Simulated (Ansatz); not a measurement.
**C4H6ClF: up Jacob's ladder to CCSD(T)**

Aim: compute C4H6ClF with functionals from several rungs and with coupled cluster. The yardstick is the atomisation energy at the CCSD(T) limit.

Program: Ansatz 0.2.0, Gaussian basis. Level of theory: functionals in def2-TZVPP, the program's frozen cores in correlated methods. These are calculated values, not measurements.

Levels to be run: PBE-D4, r2SCAN-D4, PBE0-D4, B3LYP-D4, ωB97X-V, ωB97M-V, B2PLYP; CCSD(T)/def2-TZVPP; MP2/def2-QZVPP; extrapolation to the limit.

**1. The relaxed structure**

All runs share one geometry, relaxed beforehand with PBE0-D4 in a triple-zeta def2 set.

SMILES `C=CC(C)(F)Cl`, 12 atoms, charge 0, spin multiplicity 1.

Atoms are counted from 1 here; the program's logs count them from 0.

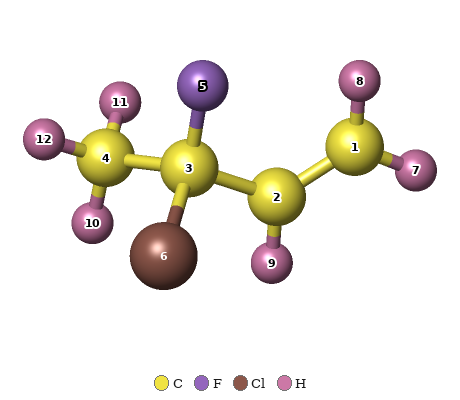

The structure; carbon yellow, fluorine purple, chlorine brown, hydrogen pink; atoms are numbered from 1 in the order of the file.

**2. PBE-D4 (GGA)**

The input, in.yaml:

```yaml
crystal:
  periodic: [false, false, false]
  atoms:
    - {symbol: C, position_ang: [-1.916740, -0.040449, 0.551385]}
    - {symbol: C, position_ang: [-0.874117, -0.401216, -0.177465]}
    - {symbol: C, position_ang: [0.345230, 0.439469, -0.357468]}
    - {symbol: C, position_ang: [1.615471, -0.220291, 0.115950]}
    - {symbol: F, position_ang: [0.202778, 1.632453, 0.288198]}
    - {symbol: Cl, position_ang: [0.500866, 0.812422, -2.119807]}
    - {symbol: H, position_ang: [-2.771915, -0.696183, 0.658171]}
    - {symbol: H, position_ang: [-1.949093, 0.917075, 1.056312]}
    - {symbol: H, position_ang: [-0.842474, -1.356992, -0.690042]}
    - {symbol: H, position_ang: [1.765256, -1.168127, -0.400014]}
    - {symbol: H, position_ang: [1.535591, -0.405288, 1.189137]}
    - {symbol: H, position_ang: [2.466147, 0.432024, -0.080355]}
basis:
  gaussian: {orbitals: def2-TZVPP}
hamiltonian: {xc: pbe, dispersion: d4}
output: {forces: true, orbitals: {seedname: orbitals}}
```

Command:

```
> ansatz run in.yaml --threads 4 --pin off --events-out ev --progress --plain --max-ram 10444MiB
```

After this run come: r2SCAN-D4 (meta-GGA); PBE0-D4 (hybrid); B3LYP-D4 (hybrid); ωB97X-V (range-separated); ωB97M-V (range-separated); B2PLYP (double hybrid); CCSD(T) in def2-TZVPP; MP2 in def2-QZVPP.

Before running them: what should the planned runs give, taken together? Wanted: atomisation energy, CCSD(T)/CBS; farthest; mean size of error, hybrid; mean size of error, range-separated; gap, smallest and largest; T1 diagnostic; triples share of the correlation energy.

The runs gave:

```
                               quantity                                 value
        atomisation energy, CCSD(T)/CBS                             49.713 eV
    functionals within 0.249 eV (0.5 %)            B3LYP-D4, ωB97X-V, ωB97M-V
                               farthest                    PBE-D4 (+1.525 eV)
             mean size of error, hybrid                              0.276 eV
    mean size of error, range-separated                              0.152 eV
              gap, smallest and largest  5.25 eV (PBE-D4), 12.10 eV (ωB97X-V)
                          T1 diagnostic                                0.0107
triples share of the correlation energy                                 4.0 %
```

In words: PBE-D4 is off by +1.525 eV. Double hybrids carry the basis error of their MP2 part in triple zeta, and no dispersion term here, so their miss is partly the set-up's. Misses under about 0.249 eV are within the doubt on the reference itself, which lacks core-valence correlation, relativity and higher excitations. Hartree-Fock recovers 73 % of the binding; the rest is correlation. The gap grows from 5.3 to 12.1 eV across the functionals, mostly with the share of exact exchange.
